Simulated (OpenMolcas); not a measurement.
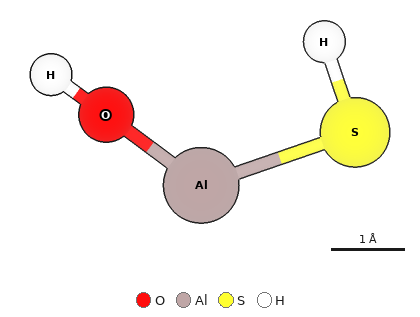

*The structure as given in the input (ball-and-stick view, seen on its broad side). Sticks mark near contacts.*

# AlH2SO: single-point calculation

AlH2SO, multiplicity 2, SMILES [OH][Al][SH], computed with HF/ANO-L-MB, UHF (OpenMolcas 26.06).

The geometry comes from this level: GFN2-xTB.

Input:
```
* AlH2OS Hartree-Fock
>>> EXPORT MOLCAS_PRINT=2

&GATEWAY
  BasisSet
  O.ANO-L-MB....
  O1 -1.125990 -0.847940 -0.019370 angstrom
  End of Basis
  BasisSet
  Al.ANO-L-MB....
  Al2 0.505820 -0.896390 -0.221260 angstrom
  End of Basis
  BasisSet
  S.ANO-L-MB....
  S3 1.867490 0.899700 -0.054240 angstrom
  End of Basis
  BasisSet
  H.ANO-L-MB....
  H4 -2.067240 -0.833340 0.104790 angstrom
  H5 0.819910 1.677960 0.190080 angstrom
  End of Basis

&SEWARD

&SCF
  UHF
  Spin = 2
  PrOrbitals = 1 1
```

Launched with:
```bash
export MOLCAS_MEM=1860
pymolcas step1.inp > step1.log
```

Output:
```
--- Start Module: gateway ---

                                              &GATEWAY

                       available to each process: 1.9 GB of memory, 1 thread

++    Symmetry information:
      ---------------------

                    Character Table for C1

                             E
                    a        1  x, y, xy, Rz, z, xz, Ry, yz, Rx, I
--

++    Basis set information:
      ----------------------

      Basis set label: O.ANO-L...2S1P.

      Electronic valence basis set:
      ------------------
      Associated Effective Charge   8.000000 au
      Associated Actual Charge      8.000000 au
      Nuclear Model: Point charge

      Shell  nPrim  nBasis  Cartesian Spherical Contaminant
         s      14       2        X
         p       9       1        X

      Basis set label: AL.ANO-L...3S2P.

      Electronic valence basis set:
      ------------------
      Associated Effective Charge  13.000000 au
      Associated Actual Charge     13.000000 au
      Nuclear Model: Point charge

      Shell  nPrim  nBasis  Cartesian Spherical Contaminant
         s      17       3        X
         p      12       2        X

      Basis set label: S.ANO-L...3S2P.

      Electronic valence basis set:
      ------------------
      Associated Effective Charge  16.000000 au
      Associated Actual Charge     16.000000 au
      Nuclear Model: Point charge

      Shell  nPrim  nBasis  Cartesian Spherical Contaminant
         s      17       3        X
         p      12       2        X

      Basis set label: H.ANO-L...1S.

      Electronic valence basis set:
      ------------------
      Associated Effective Charge   1.000000 au
      Associated Actual Charge      1.000000 au
      Nuclear Model: Point charge

      Shell  nPrim  nBasis  Cartesian Spherical Contaminant
         s       8       1        X
--

++    Molecular structure info:
      -------------------------

                    ************************************************
                    **** Cartesian Coordinates / bohr, angstrom ****
                    ************************************************

     Center  Label                x              y              z                     x              y              z
        1      O1              -2.127813      -1.602374      -0.036604             -1.125990      -0.847940      -0.019370
        2      AL2              0.955861      -1.693932      -0.418121              0.505820      -0.896390      -0.221260
        3      S3               3.529045       1.700187      -0.102499              1.867490       0.899700      -0.054240
        4      H4              -3.906517      -1.574784       0.198024             -2.067240      -0.833340       0.104790
        5      H5               1.549405       3.170885       0.359199              0.819910       1.677960       0.190080

                    ***************************************
                    *    InterNuclear Distances / bohr    *
                    ***************************************

               1 O1            2 AL2           3 S3            4 H4            5 H5
    1 O1       0.000000
    2 AL2      3.108534        0.000000
    3 S3       6.550671        4.270940        0.000000
    4 H4       1.794325        4.902709        8.130396        0.000000
    5 H5       6.038427        4.962153        2.509002        7.232873        0.000000

                    *******************************************
                    *    InterNuclear Distances / angstrom    *
                    *******************************************

               1 O1            2 AL2           3 S3            4 H4            5 H5
    1 O1       0.000000
    2 AL2      1.644965        0.000000
    3 S3       3.466466        2.260084        0.000000
    4 H4       0.949516        2.594402        4.302420        0.000000
    5 H5       3.195398        2.625858        1.327707        3.827471        0.000000
--

            Nuclear Potential Energy            121.23548808 au

--- Stop Module: gateway /rc=_RC_ALL_IS_WELL_ ---

--- Start Module: seward ---

                                              &SEWARD

                       available to each process: 1.9 GB of memory, 1 thread

               SEWARD will generate:
                  Multipole Moment integrals up to order  2
                  Kinetic Energy integrals
                  Nuclear Attraction integrals (point charge)
                  One-Electron Hamiltonian integrals
                  Velocity integrals
                  Orbital angular momentum around (  1.3280  -0.1997  -0.1895 )
                  Velocity quadrupole around (  1.3280  -0.1997  -0.1895 )
                  Two-Electron Repulsion integrals

                   Integrals are discarded if absolute value <: 1.00E-14
                   Integral cutoff threshold is set to       <: 1.00E-16

            Nuclear Potential Energy            121.23548808 au

      Basis set specifications :
      Symmetry species         a
      Basis functions           25

--- Stop Module: seward /rc=_RC_ALL_IS_WELL_ ---

--- Start Module: scf ---

                                                &SCF

                       available to each process: 1.9 GB of memory, 1 thread

++    Input section:
      --------------

      Header of the integral files:

      Cartesian coordinates in angstrom:
      -----------------------------------------------------
      No.  Label        X            Y            Z
      -----------------------------------------------------
       1   O1        -1.12599000  -0.84794000  -0.01937000
       2   AL2        0.50582000  -0.89639000  -0.22126000
       3   S3         1.86749000   0.89970000  -0.05424000
       4   H4        -2.06724000  -0.83334000   0.10479000
       5   H5         0.81991000   1.67796000   0.19008000
      -----------------------------------------------------
      Nuclear repulsion energy =  121.23548808
--

++    Orbital specifications:
      -----------------------

      Symmetry species               1
                                     a
      Frozen orbitals                0
      Occupied orbitals alpha       20
      Occupied orbitals beta        19
      Secondary orbitals alpha       5
      Secondary orbitals beta        6
      Deleted orbitals               0
      Total number of orbitals      25
      Number of basis functions     25
--

      Molecular charge                           0.000

++    Optimization specifications:
      ----------------------------

      SCF Algorithm: Conventional USCF
      D(i)-D(i-1) density differences are used
      Number of density matrices in core                 5
      Maximum number of NDDO SCF iterations            400
      Maximum number of HF SCF iterations              400
      Threshold for SCF energy change             1.00E-09
      Threshold for density matrix                1.00E-04
      Threshold for Fock matrix                   1.50E-04
      Threshold for linear dependence             1.00E-09
      Threshold at which DIIS is turned on        1.50E-01
      Maximum depth in the DIIS procedure                5
      Maximum depth in the BFGS Hessian update          30
      Threshold at which QNR/C2DIIS is turned on  7.50E-02
      Threshold for Norm(delta) (QNR/C2DIIS)      1.00E-03
      All orbitals punched on: UHFORB
--

      Input vectors read from INPORB
      Orbital file label: *Guess orbitals

++ Convergence information
                               UHF SCF        iterations: Energy and convergence statistics

Iter     Tot. SCF        One-elec.       Two-elec.     Energy      Max Dij or  Max Fij      DNorm      TNorm      AccCon     Time
         Energy          Energy          Energy        Change      Delta Norm                                                in Sec.
   1  -715.134685705 -1231.817474733   395.447300947   0.00E+00    5.62E-01*   2.45E-01*    9.16E+00   1.02E+02   None         0.
   2  -715.325666819 -1231.510488640   394.949333739  -1.91E-01*   2.10E-01*   6.54E-02*    2.66E+00   1.02E+02   EDIIS        0.
   3  -715.359497743 -1232.783291484   396.188305659  -3.38E-02*   1.15E-01*   4.81E-02*    9.69E-01   1.02E+02   EDIIS        0.
   4  -715.366373780 -1232.189913826   395.588051965  -6.88E-03*   4.00E-02*   1.23E-02*    4.74E-01   1.02E+02   c2DIIS       0.
   5  -715.368038822 -1232.377089667   395.773562763  -1.67E-03*   3.40E-02*   5.49E-03*    1.59E-01   1.02E+02   QNRc2DIIS    0.
   6  -715.368277078 -1232.339874326   395.736109167  -2.38E-04*   3.79E-02*   2.46E-03*    7.86E-02   1.02E+02   QNRc2DIIS    0.
   7  -715.368362355 -1232.338052269   395.734201832  -8.53E-05*   3.75E-03*   5.88E-04*    8.49E-02   1.02E+02   QNRc2DIIS    0.
   8  -715.368366164 -1232.333247527   395.729393281  -3.81E-06*   4.28E-03*   2.59E-04*    7.11E-03   1.02E+02   QNRc2DIIS    0.
   9  -715.368367659 -1232.333227893   395.729372153  -1.49E-06*   9.17E-04    5.17E-05     8.44E-03   1.02E+02   QNRc2DIIS    0.
  10  -715.368367721 -1232.333194500   395.729338697  -6.28E-08*   1.79E-04    1.22E-05     1.82E-03   1.02E+02   QNRc2DIIS    0.
  11  -715.368367726 -1232.333103676   395.729247869  -4.31E-09*   1.37E-04    7.45E-06     3.43E-04   1.02E+02   QNRc2DIIS    0.
  12  -715.368367727 -1232.333090603   395.729234794  -1.37E-09*   1.99E-05    2.09E-06     2.59E-04   1.02E+02   QNRc2DIIS    0.
  13  -715.368367727 -1232.333086751   395.729230942  -6.00E-11    9.69E-06    8.63E-07     3.82E-05   1.02E+02   QNRc2DIIS    0.

       Convergence after  13 Iterations
--

 *****************************************************************************************************************************
 *                                             SCF/KS-DFT Program, Final results                                             *
 *                                                       Final Results                                                       *
 *****************************************************************************************************************************

::    Total SCF energy                               -715.3683677270
      One-electron energy                           -1232.3330867509
      Two-electron energy                             395.7292309423
      Nuclear repulsion energy                        121.2354880815
      Kinetic energy (interpolated)                   716.8144148903
      Virial theorem                                    0.9979826757
      Total spin, S(S+1)                                0.7557660987
      Total spin, S                                     0.5028789053
      Max non-diagonal density matrix element           0.0000033684
      Max non-diagonal Fock matrix element              0.0000007838

      All orbitals with orbital energies smaller than  E(LUMO)+0.5 are printed

++    Molecular orbitals:
      -------------------

      Title: UHF orbitals (alpha)

      Molecular orbitals for symmetry species 1: a

          Orbital            1         2         3         4         5         6         7         8         9        10
          Energy          -91.9302  -58.6364  -20.4031   -8.9498   -6.6318   -6.6279   -6.6232   -5.0407   -3.3530   -3.3510
          Occ. No.          1.0000    1.0000    1.0000    1.0000    1.0000    1.0000    1.0000    1.0000    1.0000    1.0000

          Orbital           11        12        13        14        15        16        17        18        19        20
          Energy           -3.3498   -1.3032   -0.9855   -0.7263   -0.5544   -0.5313   -0.5128   -0.4638   -0.3930   -0.3130
          Occ. No.          1.0000    1.0000    1.0000    1.0000    1.0000    1.0000    1.0000    1.0000    1.0000    1.0000

          Orbital           21        22        23        24
          Energy            0.0423    0.1454    0.1936    0.3499
          Occ. No.          0.0000    0.0000    0.0000    0.0000

--

++    Static properties:
      ------------------

      LoProp Charges per center

                   O1       AL2      S3       H4       H5
      Nuclear      8.0000  13.0000  16.0000   1.0000   1.0000
      Electronic  -8.6965 -12.2951 -16.3352  -0.7362  -0.9370

      Total       -0.6965   0.7049  -0.3352   0.2638   0.0630
--

      All orbitals with orbital energies smaller than  E(LUMO)+0.5 are printed

++    Molecular orbitals:
      -------------------

      Title: UHF orbitals (beta)

      Molecular orbitals for symmetry species 1: a

          Orbital            1         2         3         4         5         6         7         8         9        10
          Energy          -91.9279  -58.6319  -20.3995   -8.9469   -6.6268   -6.6222   -6.6219   -5.0316   -3.3480   -3.3458
          Occ. No.          1.0000    1.0000    1.0000    1.0000    1.0000    1.0000    1.0000    1.0000    1.0000    1.0000

          Orbital           11        12        13        14        15        16        17        18        19        20
          Energy           -3.3431   -1.2933   -0.9656   -0.7115   -0.5349   -0.5136   -0.5113   -0.4300   -0.3886    0.0117
          Occ. No.          1.0000    1.0000    1.0000    1.0000    1.0000    1.0000    1.0000    1.0000    1.0000    0.0000

          Orbital           21        22        23        24
          Energy            0.0739    0.1674    0.2285    0.3573
          Occ. No.          0.0000    0.0000    0.0000    0.0000

--

++    Molecular charges:
      ------------------

      Mulliken charges per centre and basis function type
      ---------------------------------------------------

                            O1                      AL2                     S3                      H4                      H5
                     alpha        beta       alpha        beta       alpha        beta       alpha        beta       alpha        beta
      1s           1.0001      1.0001      1.0000      1.0000      1.0000      1.0000      0.3390      0.3275      0.4626      0.4636
      2s           0.8889      0.8780      0.9999      0.9999      1.0001      1.0001      0.0000      0.0000      0.0000      0.0000
      2px          0.6894      0.6855      0.9998      0.9997      1.0000      1.0000      0.0000      0.0000      0.0000      0.0000
      2pz          0.9379      0.9465      1.0000      1.0000      1.0000      1.0000      0.0000      0.0000      0.0000      0.0000
      2py          0.9696      0.9511      1.0000      0.9999      1.0000      1.0000      0.0000      0.0000      0.0000      0.0000
      3s           0.0000      0.0000      0.7353      0.2898      0.9443      0.9329      0.0000      0.0000      0.0000      0.0000
      3px          0.0000      0.0000      0.1729      0.1116      0.7405      0.6966      0.0000      0.0000      0.0000      0.0000
      3pz          0.0000      0.0000      0.1221      0.0902      0.9367      0.9405      0.0000      0.0000      0.0000      0.0000
      3py          0.0000      0.0000      0.3403      0.0825      0.7206      0.6042      0.0000      0.0000      0.0000      0.0000
      Total        4.4858      4.4611      6.3703      5.5736      8.3422      8.1743      0.3390      0.3275      0.4626      0.4636
      Total              8.9469                 11.9438                 16.5165                  0.6665                  0.9262

      Charge           -0.9469                  1.0562                 -0.5165                  0.3335                  0.0738

      Total electronic charge=   39.000000

      Total            charge=   -0.000000
--

++    Static properties:
      ------------------

      LoProp Charges per center

                   O1       AL2      S3       H4       H5
      Nuclear      8.0000  13.0000  16.0000   1.0000   1.0000
      Electronic  -8.6965 -12.2951 -16.3352  -0.7362  -0.9370

      Total       -0.6965   0.7049  -0.3352   0.2638   0.0630
--

++    Natural Bond Order analysis
      ---------------------------
      Based on LoProp computed density
      -------------------------------------------------------------------------------------
      Atom A       Atom B       Bond Order
      -------------------------------------------------------------------------------------
      NBO located      0.999 non-bonded electrons on atom O1
      NBO located      0.989 non-bonded electrons on atom O1
      NBO located      0.971 non-bonded electrons on atom O1
      NBO located      0.991 non-bonded electrons on atom AL2
      NBO located      0.996 non-bonded electrons on atom AL2
      NBO located      1.000 non-bonded electrons on atom AL2
      NBO located      0.999 non-bonded electrons on atom AL2
      NBO located      0.999 non-bonded electrons on atom AL2
      NBO located      0.997 non-bonded electrons on atom S3
      NBO located      1.000 non-bonded electrons on atom S3
      NBO located      1.000 non-bonded electrons on atom S3
      NBO located      1.000 non-bonded electrons on atom S3
      NBO located      1.000 non-bonded electrons on atom S3
      The remaining    7.429 electrons are to be considered as diffuse
--

++    Molecular orbitals:
      -------------------

      Title: Natural orbitals

      Molecular orbitals for symmetry species 1: a

          Orbital            1         2         3         4         5         6         7         8         9        10
          Energy          -91.9290  -58.6342  -20.4012   -8.9476   -6.6272   -6.6258   -6.6227   -5.0344   -3.3447   -3.3431
          Occ. No.          2.0000    2.0000    2.0000    2.0000    2.0000    2.0000    2.0000    2.0000    2.0000    2.0000

          Orbital           11        12        13        14        15        16        17        18        19        20
          Energy           -3.3402   -0.7188   -0.6284   -0.4123   -1.2670   -0.8477   -0.4993   -0.5577   -0.4957   -0.1533
          Occ. No.          2.0000    2.0000    2.0000    2.0000    2.0000    2.0000    1.9997    1.9996    1.9978    1.0000

          Orbital           21        22        23        24        25
          Energy            0.1622    0.2138    0.0580    0.3502    0.6481
          Occ. No.          0.0022    0.0004    0.0003    0.0000    0.0000

--

++    Molecular properties:
      ---------------------

      Charge (e):
                      =   -0.0000
      Dipole Moment (debye):
      Origin of the operator (angstrom)=    0.7028   -0.1057   -0.1003
                   X= -2.9338E+00               Y= -1.4814E+00               Z=  7.9901E-02           Total=  3.2876E+00
      Quadrupole Moment (debye*angstrom):
      Origin of the operator (angstrom)=    0.7028   -0.1057   -0.1003
                  XX= -3.7540E+01              XY= -2.8904E+00              XZ= -2.3747E-01              YY= -3.6910E+01
                  YZ= -1.0855E-01              ZZ= -3.4770E+01
      In traceless form (debye*angstrom)
                  XX= -1.6996E+00              XY= -4.3356E+00              XZ= -3.5620E-01              YY= -7.5505E-01
                  YZ= -1.6282E-01              ZZ=  2.4546E+00
--

--- Stop Module: scf /rc=_RC_ALL_IS_WELL_ ---

.##################.
.# Happy landing! #.
.##################.

    Timing: Wall=2.09 User=1.68 System=0.39
```

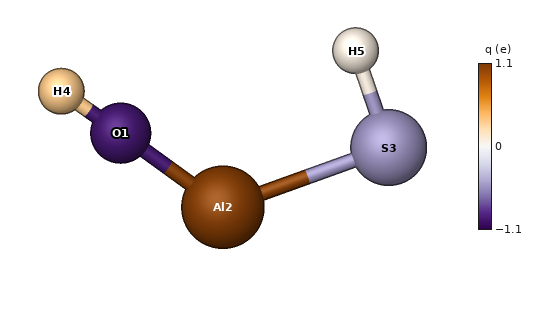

*Mulliken charges, as the colour of each atom (ball-and-stick view, seen on its broad side; atoms are numbered from 1 in the order of the input).*

By element: O −0.95, Al +1.06, S −0.52 and H +0.07 to +0.33 e.

Results in brief:

| quantity | value |
| --- | --- |
| outcome | converged |
| total energy | −715.368368 hartree |
| basis functions | 25 |
| ⟨S²⟩ | 0.756 |
| dipole moment | 3.29 debye |
| hardware | 1 thread of Arm Neoverse V1, 24 GiB of memory available, shared host |
| wall time | 2.3 s |
| peak memory | 0.37 GiB |
